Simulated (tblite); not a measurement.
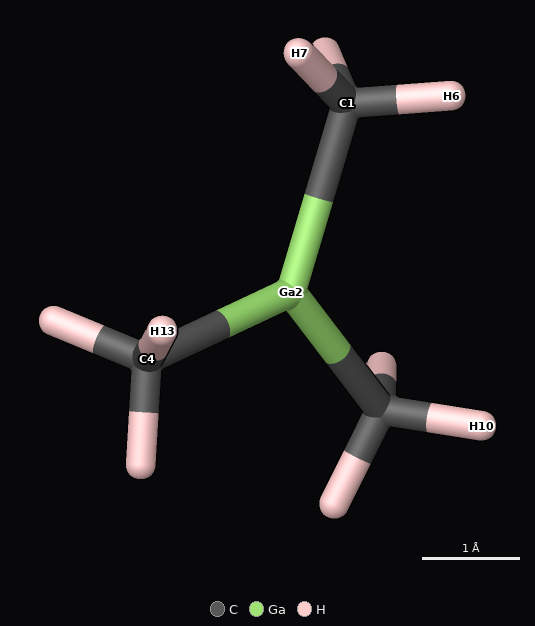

The input geometry (stick view, seen at a tilt; atoms are numbered from 1 in the order of the input). Sticks mark near contacts. Bond lengths as drawn: C–Ga 2.05 Å and C–H 1.09 Å.

# Frequency calculation of C3H9Ga

- system: C3H9Ga, SMILES [CH3][Ga]([CH3])[CH3]
- method: GFN2-xTB harmonic vibrations, gas phase (tblite 0.8.0)

What the program printed
```
mode    cm-1     km/mol
  1     -39.4      0.01
  2     -20.0      0.02
  3      29.8      0.00
  4     118.2      2.88
  5     123.1      2.96
  6     125.6      0.51
  7     439.3      0.07
  8     509.6     68.56
  9     512.3     76.51
 10     545.4      4.04
 11     554.1      0.41
 12     557.9      0.23
 13     625.1    195.50
 14     648.8    167.56
 15     654.3    146.23
 16    1261.9      1.87
 17    1264.0      1.43
 18    1278.4      0.02
 19    1445.5      0.02
 20    1447.7      0.67
 21    1451.4      0.61
 22    1454.6      1.36
 23    1456.3      0.58
 24    1458.8      0.75
 25    2931.5      1.90
 26    2931.9      0.84
 27    2935.1      2.19
 28    2935.2    106.92
 29    2937.5      0.65
 30    2940.6      3.15
 31    2942.7      6.12
 32    2945.9     83.35
 33    2947.5     81.89
ZPE 265.988  H(298)-E 292.893  G(298)-E 177.416 kJ/mol  S 387.31 J/(mol K)
```

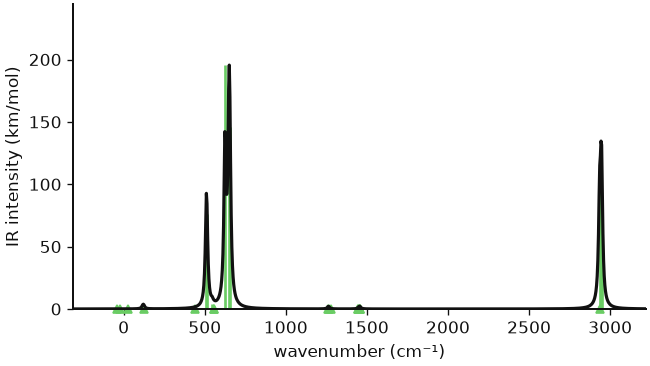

Harmonic infrared spectrum, unscaled: sticks (degenerate modes added up, dark ones marked on the axis) with a Lorentzian envelope of 16 cm⁻¹ full width, scaled to the tallest stick; imaginary modes are drawn at negative wavenumbers. 33 modes from 39i to 2948 cm⁻¹, 2 imaginary beyond 8i (39i, 20i cm⁻¹): not a minimum. The strongest line is at 625 cm⁻¹ (196 km/mol).

The run was set up as follows.

Input file
```
{"job": {"kind": "ir", "xc": "GFN2-xTB", "basis": "xTB"}, "charge": 0, "multiplicity": 1}
C     -0.681306     1.907290     0.257507
Ga    -0.005686    -0.017449     0.084017
C      1.999896    -0.380940     0.272071
C     -1.324356    -1.540390    -0.278827
H     -0.301204     2.530570    -0.557383
H     -0.340289     2.360966     1.192905
H     -1.773233     1.959597     0.235566
H      2.578230     0.278404    -0.381491
H      2.256183    -1.413783     0.021864
H      2.334384    -0.191988     1.296582
H     -1.711419    -1.486791    -1.300781
H     -0.855683    -2.519897    -0.150850
H     -2.184293    -1.484617     0.394772
```

The first line tells a small driver script what to run in tblite; the rest is the geometry in Å.

Command:
```bash
OMP_NUM_THREADS=1 python <driver script> task.json out
```

Results in brief

- outcome: converged
- total energy: −330.7347 eV
- zero-point energy: 63.5720 kcal/mol
- hardware: 1 CPU thread, shared host
- peak memory: 0.19 GiB
